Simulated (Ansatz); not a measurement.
```yaml
crystal:
  lattice:
    - [3.08039, 0.00000, 0.00000]
    - [-1.54020, 2.66770, 0.00000]
    - [0.00000, 0.00000, 12.54883]
  atoms:
    - { symbol: Ti, position: [0.33333, 0.66667, 0.47665] }
    - { symbol: Ti, position: [0.66667, 0.33333, 0.97665] }
    - { symbol: Cl, position: [0.00000, 0.00000, 0.10635] }
    - { symbol: Cl, position: [0.00000, 0.00000, 0.60635] }
    - { symbol: F, position: [0.00000, 0.00000, 0.37851] }
    - { symbol: F, position: [0.00000, 0.00000, 0.87851] }
```

Space group P6₃mc; a structure generated by program, which may or may not match a known phase; changed on purpose from its base cell (volume × 0.94, shape and atoms relaxed); computed without spin polarisation.

These are results of Ansatz 0.2.0, DFT PBE, scalar-relativistic, plane waves, PAW, not measurements.

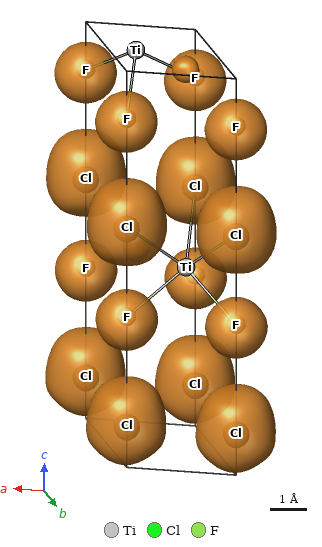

TiClF. Isosurface of the electron localisation function at 0.65 (orange), seen at an oblique angle. Only the valence region is drawn (cores and ρ < 0.01 e/Å³ removed). Sticks mark near contacts.

Core electrons are frozen (PAW), and the valence fields are smoothed inside the atomic spheres.

Q: Describe the localisation domains.

A: At this value the surface marks out two regions wrapped around Cl (the valence shell of each), two regions wrapped around F (the valence shell of each) and two pockets between the atoms, centred on no nucleus (multi-centre or interstitial), counted in one cell of 6 atoms. Any copies at cell faces, edges or corners count once. Profiles from the grid: Ti–F (2.16 Å): the ELF peaks at about 0.80 in the valence shell of F, 0.6 Å from its nucleus, and is about 0.10 at the midpoint; no localised pair shows between them. Ti–Cl (2.41 Å): the ELF peaks at about 0.85 in the valence shell of Cl, 0.8 Å from its nucleus, and is about 0.35 at the midpoint.
